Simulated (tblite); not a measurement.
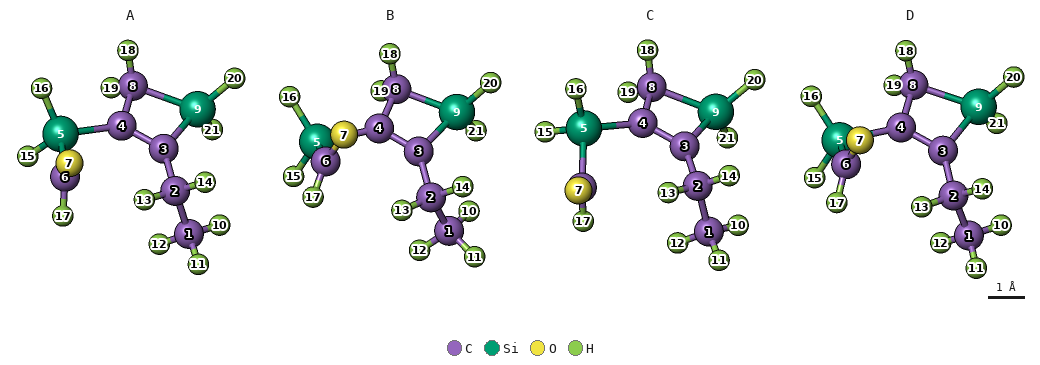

4 geometries from one relaxation of C6H12OSi2, in shuffled order. A ball-and-stick model, seen at a tilt.

The calculation used tblite, GFN2-xTB geometry optimisation, gas phase. 

> Order the frames from highest to lowest energy.

B, D, A, C. They are steps 0, 62, 122, 178, at +1.087 eV, +0.041 eV, +0.022 eV relative to the last. After 178 geometry steps the energy has fallen by 1.087 eV. The largest move after the best rigid fit is that of O7, 1.72 Å. By element the largest moves are O 1.72 Å, H 1.53 Å, C 0.89 Å, Si 0.50 Å. Some distances before and after: C8–Si9 1.807 → 1.923 Å, C3–Si9 1.808 → 1.897 Å, Si5–C6 1.849 → 1.916 Å, C3–C4 1.283 → 1.348 Å. Among the angles between lasting bonds that change: C6–Si5–H15 114.3° → 105.5°, Si9–C8–H19 110.1° → 117.5°, Si5–C4–C8 130.1° → 123.3°. Groups turn about Si5–C6 by about 55°, C4–Si5 by about 50°, C1–C2 by about 20°.
